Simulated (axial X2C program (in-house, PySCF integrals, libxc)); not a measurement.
# ZrAs: bond curves with and without spin–orbit coupling, part 2 of 2

Computed with an in-house X2C program for linear molecules on PySCF integrals; all-electron X2C, Zr dyall-cv3z, As dyall-cv3z. Earlier steps stand in the parts before.

## Step 9: PBE0, 2c

State followed: Ω = 1/2 (excess of +ω over −ω: ω = 1/2). The scan is laid around 2.290 Å, a first estimate of the minimum, and this SCF restarts from the orbitals of the search.

Output at 2.290 Å:

```text
two-component X2C + atomic mean field  PBE0
basis functions 264  fitting functions 1324  grid points 5801
iter        total energy     max residual
   1      -5856.473466219     1.03e-05
   2      -5856.473466228     1.12e-05
   3      -5856.473466231     7.73e-06
   4      -5856.473466234     4.82e-06
   5      -5856.473466237     2.15e-06
   6      -5856.473466238     1.19e-06
converged
one-electron -8719.42909490  Coulomb 2759.19581242  exact exchange -48.88356097  xc functional -149.98204821  nuclear repulsion 305.02791197  atomic mean-field constant -2.40248655
```

Along the bond, energies from the lowest point:

| R (Å) | E (eV) | μ (D) | HOMO (eV) | LUMO (eV) | iterations |
| --- | --- | --- | --- | --- | --- |
| 1.992 | 1.3894 | -4.28 | -5.04 | -2.65 | 16 |
| 2.084 | 0.5630 | -4.63 | -5.13 | -2.69 | 17 |
| 2.153 | 0.2129 | -4.85 | -5.19 | -2.71 | 17 |
| 2.221 | 0.0385 | -5.04 | -5.23 | -2.73 | 18 |
| 2.290 | 0.0000 | -5.20 | -5.27 | -2.80 | 6 |
| 2.370 | 0.0799 | -5.33 | -5.30 | -2.89 | 18 |
| 2.450 | 0.2415 | -5.35 | -5.30 | -2.94 | 18 |
| 2.553 | 0.4987 | -5.27 | -5.24 | -2.95 | 17 |
| 2.679 | 0.8339 | -5.11 | -5.14 | -2.94 | 18 |
| 2.862 | 1.3085 | -4.86 | -5.00 | -2.91 | 18 |

Dipoles are positive if As is the positive end.

Outer spinors at the reference distance:

| ω | occupied | ε (eV) | atomic character | λ mixture |
| --- | --- | --- | --- | --- |
| 3/2 | yes | -34.31 | 99% Zr p | 100% π |
| 1/2 | yes | -33.96 | 97% Zr p | 64% σ, 36% π |
| -3/2 | yes | -33.91 | 99% Zr p | 100% π |
| -1/2 | yes | -33.45 | 96% Zr p | 86% σ, 14% π |
| -1/2 | yes | -14.51 | 64% As s, 12% Zr d, 11% Zr p | 100% σ |
| 1/2 | yes | -14.28 | 63% As s, 13% Zr d, 11% Zr p | 100% σ |
| 1/2 | yes | -5.94 | 53% As p, 26% Zr d, 10% Zr s | 87% σ, 13% π |
| -1/2 | yes | -5.85 | 50% As p, 36% Zr d, 5% Zr s | 61% π, 39% σ |
| 1/2 | yes | -5.76 | 48% As p, 39% Zr d, 5% Zr p | 87% π, 13% σ |
| -1/2 | yes | -5.73 | 51% As p, 32% Zr d, 8% Zr s | 61% σ, 39% π |
| 3/2 | yes | -5.70 | 52% Zr d, 39% As p, 4% Zr p | 100% π |
| -3/2 | yes | -5.65 | 48% As p, 41% Zr d, 5% Zr p | 100% π |
| 1/2 | yes | -5.27 | 56% Zr s, 34% Zr d, 4% Zr p | 100% σ |
| -3/2 | no | -2.80 | 99% Zr d | 100% δ |
| -1/2 | no | -2.74 | 60% Zr s, 27% Zr d, 7% Zr p | 100% σ |
| 5/2 | no | -2.73 | 99% Zr d | 100% δ |
| 3/2 | no | -2.09 | 92% Zr d, 5% Zr p | 90% δ, 10% π |

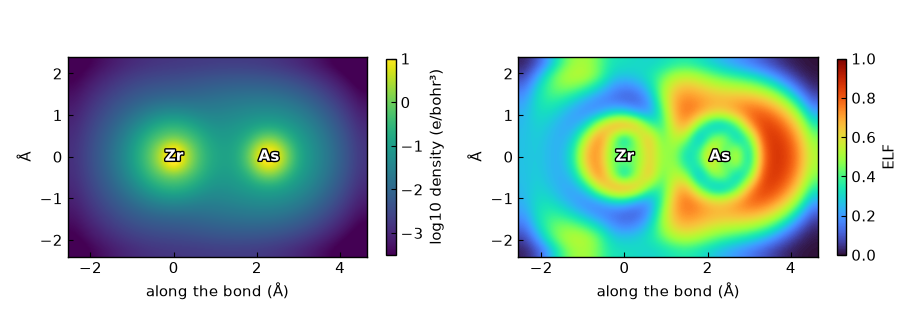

PBE0 fields in a plane through the axis, from a grid of 0.3 Å; Zr lies at z = 0 and As at z = 2.290 Å; the ELF is damped to zero where the density is low.

Re = 2.278 Å, ωe = 388 cm⁻¹, Be = 0.07951 cm⁻¹, De = 3.44 eV, μ = -5.17 D.

## Step 10: HF, 2c

Output at 2.290 Å:

```text
two-component X2C + atomic mean field  HF
basis functions 264  fitting functions 1324  grid points 5801
iter        total energy     max residual
   1      -5853.142100938     2.66e-01
   2      -5853.174507943     1.49e-02
   3      -5853.170806225     2.16e-02
   4      -5853.181664616     3.61e-03
   5      -5853.182732220     2.83e-03
   6      -5853.183594644     2.76e-03
   7      -5853.184061806     2.87e-03
   8      -5853.181708602     2.73e-03
   9      -5853.178664405     2.50e-03
  10      -5853.179381105     3.39e-03
  11      -5853.179612063     2.78e-03
  12      -5853.179694407     2.59e-03
  13      -5853.179990988     2.38e-03
  14      -5853.180405862     2.35e-03
  15      -5853.180358018     1.96e-03
  16      -5853.180408649     2.01e-03
  17      -5853.180569233     1.79e-03
  18      -5853.180486375     1.39e-03
  19      -5853.180653744     1.40e-03
  20      -5853.180542805     1.42e-03
  21      -5853.180144788     1.44e-03
  22      -5853.179838106     1.24e-03
  23      -5853.142100938     4.00e-01
  24      -5853.174432965     2.30e-02
  25      -5853.177442290     1.05e-01
  26      -5853.181950773     8.31e-03
  27      -5853.183138027     7.89e-03
  28      -5853.186094656     8.77e-02
  29      -5853.189041947     3.12e-02
  30      -5853.191190681     2.33e-02
  31      -5853.192037593     6.23e-03
  32      -5853.194176755     3.14e-03
  33      -5853.194480243     3.34e-03
  34      -5853.195100351     4.04e-03
  35      -5853.195706125     4.16e-03
  36      -5853.196349677     5.28e-03
  37      -5853.197074861     3.62e-03
  38      -5853.197491249     2.66e-03
  39      -5853.197905489     1.27e-03
  40      -5853.197990866     7.35e-04
  41      -5853.198042684     4.26e-04
  42      -5853.198055830     3.24e-04
  43      -5853.198068122     2.74e-04
  44      -5853.198075770     2.12e-04
  45      -5853.198082411     1.94e-04
  46      -5853.198087155     2.14e-04
  47      -5853.198090159     1.29e-04
  48      -5853.198091528     8.26e-05
  49      -5853.198092144     7.20e-05
  50      -5853.198092512     5.69e-05
  51      -5853.198092788     4.06e-05
  52      -5853.198092976     3.20e-05
  53      -5853.198093077     2.98e-05
  54      -5853.198093117     1.73e-05
  55      -5853.198093133     1.06e-05
  56      -5853.198093142     8.73e-06
  57      -5853.198093147     6.93e-06
  58      -5853.198093151     5.30e-06
  59      -5853.198093152     2.70e-06
converged
one-electron -8718.80154479  Coulomb 2758.76873157  exact exchange -195.79070535  xc functional 0.00000000  nuclear repulsion 305.02791197  atomic mean-field constant -2.40248655
```

No constants are quoted: the dipole of the solution doesn't run smoothly along the scan, a sign that its character may change, so the fit is set aside.

## Step 11: PBE50, 2c

The SCF at the reference distance of 2.290 Å:

```text
two-component X2C + atomic mean field  PBE50
basis functions 264  fitting functions 1324  grid points 5801
iter        total energy     max residual
   1      -5856.556010109     8.84e-02
   2      -5856.559112645     8.23e-03
   3      -5856.547991958     2.19e-02
   4      -5856.560819038     2.32e-03
   5      -5856.560945824     8.67e-04
   6      -5856.560994183     5.43e-04
   7      -5856.561041545     5.21e-04
   8      -5856.561129920     4.80e-04
   9      -5856.561241752     4.43e-04
  10      -5856.561327129     3.36e-04
  11      -5856.561370692     2.78e-04
  12      -5856.561387185     1.26e-04
  13      -5856.561388295     3.78e-05
  14      -5856.561388708     1.56e-05
  15      -5856.561388780     8.04e-06
  16      -5856.561388799     2.77e-06
  17      -5856.561388802     1.41e-06
  18      -5856.561388802     7.51e-07
converged
one-electron -8719.78061703  Coulomb 2759.60635870  exact exchange -97.81002696  xc functional -101.20252893  nuclear repulsion 305.02791197  atomic mean-field constant -2.40248655
```

No constants are quoted: the points don't follow one smooth fit.

## Step 12: Correlated methods, 2c

Correlated methods: 9 electrons correlated (frozen shells, counted by type: Zr 4 s, 3 p, 1 d; As 3 s, 2 p, 1 d), 343 virtual spinors in MP2, 90 natural virtuals in coupled cluster.

Output of the correlated part at 2.290 Å:

```text
correlated 9  virtual 343  natural virtual 90  E(MP2) -0.181102643  MP2 remainder -0.007204059
iter   CCSD correlation   residual
   1     -0.184981521   1.67e-01
   2     -0.194538655   1.08e-01
   3     -0.205070719   7.85e-02
   4     -0.211428044   4.79e-02
   5     -0.214545036   2.20e-02
   6     -0.215199092   8.42e-03
   7     -0.215454332   3.19e-03
   8     -0.215387935   1.55e-03
   9     -0.215433468   7.58e-04
  10     -0.215425833   3.52e-04
  11     -0.215432960   1.82e-04
  12     -0.215434171   8.05e-05
  13     -0.215433777   3.45e-05
  14     -0.215434302   1.64e-05
  15     -0.215434401   8.53e-06
  16     -0.215434702   4.79e-06
  17     -0.215434876   2.21e-06
  18     -0.215434890   1.02e-06
(T) -0.017459920  T1 0.1698  D1 0.2781  max T2 0.082
```

MP2: No constants are quoted: the dipole of the HF reference doesn't run smoothly along the scan, a sign that its character may change, so the fit is set aside.

CCSD: No constants are quoted: the dipole of the HF reference doesn't run smoothly along the scan, a sign that its character may change, so the fit is set aside.

CCSD(T): No constants are quoted: the dipole of the HF reference doesn't run smoothly along the scan, a sign that its character may change, so the fit is set aside.

## Step 13: A higher determinant, 2c

State: Ω = 3/2 (excess of +ω over −ω: ω = 3/2).

Output at the reference distance:

```text
two-component X2C + atomic mean field  PBE0
basis functions 264  fitting functions 1324  grid points 5801
iter        total energy     max residual
   1      -5856.457293546     7.74e-06
   2      -5856.457293551     1.59e-05
   3      -5856.457293558     6.54e-06
   4      -5856.457293560     3.86e-06
   5      -5856.457293563     2.14e-06
   6      -5856.457293565     6.63e-07
converged
one-electron -8721.58252237  Coulomb 2761.44161621  exact exchange -48.90438687  xc functional -150.03742596  nuclear repulsion 305.02791197  atomic mean-field constant -2.40248655
```

| R (Å) | E above the lowest PBE0 point (eV) |
| --- | --- |
| 1.992 | 2.091 |
| 2.084 | 1.194 |
| 2.153 | 0.784 |
| 2.221 | 0.545 |
| 2.290 | 0.440 |
| 2.370 | 0.440 |
| 2.450 | 0.528 |
| 2.553 | 0.713 |
| 2.679 | 0.987 |

Re = 2.329 Å, ωe = 338 cm⁻¹, Be = 0.07608 cm⁻¹, μ = -6.36 D. Te = 0.43 eV. As a difference of two determinants it need not be a gap between pure terms.

## Step 14: The 2c curves together

Energy (eV) of the followed determinant, 2c, from each level's lowest point:

| R (Å) | PBE0 | HF (dipole not smooth) | MP2 (HF's dipole not smooth) | CCSD (HF's dipole not smooth) | CCSD(T) (HF's dipole not smooth) | PBE50 |
| --- | --- | --- | --- | --- | --- | --- |
| 1.992 | 1.389 | 2.437 | 1.089 | n/a | n/a | 1.259 |
| 2.084 | 0.563 | 1.549 | 0.235 | 0.618 | 0.592 | 0.474 |
| 2.153 | 0.213 | 1.138 | 0.000 | 0.228 | 0.199 | 0.157 |
| 2.221 | 0.039 | 0.830 | 0.215 | 0.046 | 0.032 | 0.016 |
| 2.290 | 0.000 | 0.571 | 0.439 | 0.000 | 0.000 | 0.000 |
| 2.370 | 0.080 | 0.338 | 0.601 | 0.062 | 0.084 | 0.070 |
| 2.450 | 0.241 | 0.174 | 0.717 | 0.198 | 0.247 | 0.188 |
| 2.553 | 0.499 | 0.049 | 0.843 | 0.428 | 0.526 | 0.374 |
| 2.679 | 0.834 | 0.000 | 0.996 | n/a | n/a | 0.623 |
| 2.862 | 1.308 | 0.073 | 1.245 | n/a | n/a | 0.998 |

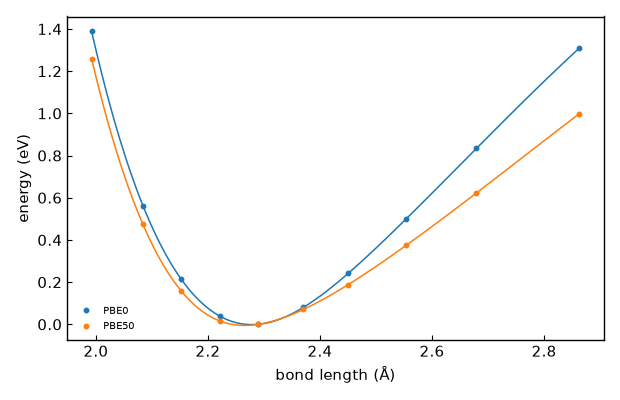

Curves of the followed state, 2c, each from its own lowest point. Left out: HF, MP2, CCSD, CCSD(T).

The whole job took 6.2 min on 1 thread of AMD EPYC 7B13 (Zen 3), shared host; peak memory 0.72 GiB.

## Step 15: Constants

What follows sums up all 2 parts.

Lowest determinant that the search found at its distance, spin-free: M_S = 1/2, Λ = 0 (beyond closed shells: σα).

Lowest determinant that the search found at its distance, 2c: Ω = 1/2 (excess of +ω over −ω: ω = 1/2).

| Hamiltonian | level | Re (Å) | ωe (cm⁻¹) | De (eV) | μ (D) |
| --- | --- | --- | --- | --- | --- |
| spin-free | PBE0 | 2.277 | 389 | 3.44 | -5.19 |
| 2c | PBE0 | 2.278 | 388 | 3.44 | -5.17 |

Dipoles are positive if As is the positive end. No constants: spin-free HF (the dipole of the solution doesn't run smoothly along the scan, a sign that its character may change, so the fit is set aside); spin-free MP2 (the dipole of the HF reference doesn't run smoothly along the scan, a sign that its character may change, so the fit is set aside); spin-free CCSD (the dipole of the HF reference doesn't run smoothly along the scan, a sign that its character may change, so the fit is set aside); spin-free CCSD(T) (the dipole of the HF reference doesn't run smoothly along the scan, a sign that its character may change, so the fit is set aside); spin-free PBE50 (the points don't follow one smooth fit); 2c HF (the dipole of the solution doesn't run smoothly along the scan, a sign that its character may change, so the fit is set aside); 2c MP2 (the dipole of the HF reference doesn't run smoothly along the scan, a sign that its character may change, so the fit is set aside); 2c CCSD (the dipole of the HF reference doesn't run smoothly along the scan, a sign that its character may change, so the fit is set aside); 2c CCSD(T) (the dipole of the HF reference doesn't run smoothly along the scan, a sign that its character may change, so the fit is set aside); 2c PBE50 (the points don't follow one smooth fit).

Time per point (s) on 1 thread of AMD EPYC 7B13 (Zen 3), shared host (2c runs); the times are rough: PBE0 1.7.

In words: At PBE0, going from spin-free to two-component changes Re by +1 mÅ, ωe by -0.1 %; the spin-free picture holds up (part of it comes from the scalar share of the two-electron terms). De moves by -0.01 eV; both De rest on single-determinant atoms, which can miss part of an open shell's spin–orbit lowering.

De refers to Zr + As, each in the lowest determinant found, which need not be this curve's own limit. Each curve is one determinant whose occupation by symmetry is held fixed; it was picked as the lowest of a PBE0 search that is not exhaustive. De is counted from the lowest determinant-based energies of the atoms at the same level, without counterpoise correction. Density functionals use the spin component along the axis (collinear). The spin-free determinant is spin-contaminated at some levels.
